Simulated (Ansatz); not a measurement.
## Si3N2H9O: single-point calculation

Si3N2H9O, multiplicity 2, computed with UKS PBE-QIDH (frozen core)/def2-TZVPP (Ansatz 0.2.0).

The geometry comes from this level: PBE0-D4/def2-TZVP.

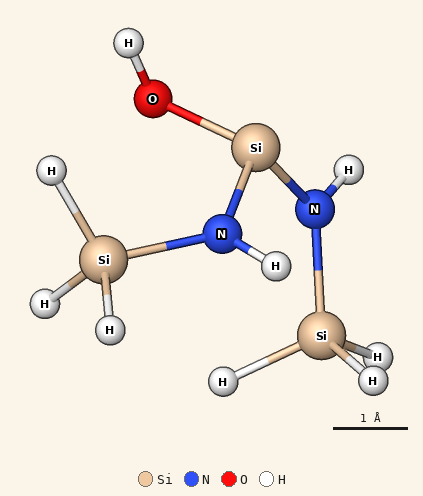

Figure 1. The input geometry (ball-and-stick view, seen at a tilt). Bond lengths as drawn: H–N 1.01 Å, H–O 0.96 Å, H–Si 1.48 to 1.49 Å, N–Si 1.71 to 1.73 Å and O–Si 1.65 Å.

## Key numbers

- outcome: converged
- total energy: −28789.2280 eV
- mean-field energy: −28778.8694 eV
- ⟨S²⟩: 0.753
- SCF solution under orbital rotations: stable
- hardware: 4 CPU threads, shared host
- wall time: 8 s (CPU time 8.2 s)
- peak memory: 1.6 GiB

## Input file
```yaml
crystal:
  periodic: [false, false, false]
  atoms:
    - {symbol: Si, position_ang: [0.344780, -0.604448, 0.402557]}
    - {symbol: N, position_ang: [1.255524, -0.386079, -1.031506]}
    - {symbol: Si, position_ang: [0.860130, 0.729321, -2.298499]}
    - {symbol: N, position_ang: [-1.113260, 0.291018, 0.199072]}
    - {symbol: Si, position_ang: [-1.647841, 1.599459, 1.204994]}
    - {symbol: O, position_ang: [1.133544, 0.069184, 1.691286]}
    - {symbol: H, position_ang: [2.088015, -0.941566, -1.158460]}
    - {symbol: H, position_ang: [0.802729, 2.133469, -1.817861]}
    - {symbol: H, position_ang: [1.921869, 0.607374, -3.332602]}
    - {symbol: H, position_ang: [-0.449623, 0.412197, -2.930840]}
    - {symbol: H, position_ang: [-1.776998, -0.043256, -0.484284]}
    - {symbol: H, position_ang: [-0.762597, 2.785516, 1.089278]}
    - {symbol: H, position_ang: [-3.018371, 1.961949, 0.757901]}
    - {symbol: H, position_ang: [-1.702475, 1.206983, 2.639590]}
    - {symbol: H, position_ang: [0.923201, -0.288741, 2.555849]}
basis:
  gaussian: {orbitals: def2-TZVPP}
magnetization: {spin_polarized: true, initial_magnetization: 1}
hamiltonian: {xc: {name: PBE-QIDH}}
```

Run as:
```bash
ansatz run in.yaml --threads 4 --pin off --events-out ev --progress --plain --max-ram 66560MiB --backend cuda --devices 0, --max-vram 37GiB
```

## Output
```
Functional definition: PBE-QIDH
  name "PBE-QIDH"
  cite "Brémond, Sancho-García, Pérez-Jiménez & Adamo, J. Chem. Phys. 141, 031101 (2014) doi:10.1063/1.4890314"
  cite "Perdew, Burke & Ernzerhof, Phys. Rev. Lett. 77, 3865 (1996) doi:10.1103/PhysRevLett.77.3865"
  parameter a = 3^(-1/3)
  parameter c = 1/3
  exchange = (1 - a)*pbe_x + a*exact_x
  correlation = (1 - c)*pbe_c + c*(mp2_os + mp2_ss)
2006 factors; integrals over basis functions are off by at most 1.1e-3 eV
mean field evaluation 1: about -28770.3489 eV, gradient 4.7e1 eV
mean field evaluation 2: about -28770.3523 eV, gradient 4.7e1 eV
mean field evaluation 4: about -28778.7879 eV, gradient 3.0e0 eV
mean field evaluation 8: about -28778.8691 eV, gradient 1.3e-1 eV
mean field evaluation 16: about -28778.8694 eV, gradient 5.0e-4 eV
mean field -28778.86939873 eV, -1057.6039433849 hartree, gradient 5.4e-6 eV, S^2 0.752974; 0 other end points of the search recorded, 0 dependent functions left out
18 core orbitals not correlated: weight in the atoms' cores, before any rotation towards them, 1.000 or more for the frozen orbitals, at most 0.000 for the correlated occupied ones
reference -28778.86941555 eV, -1057.6039440031 hartree; 19, 18 occupied and 308, 309 virtual orbitals, 2006 factors
second order -31.07587647 eV of doubles, -0.00000000 eV of singles
Total energy: -28789.22804104 eV, -1057.9846164686 hartree
```
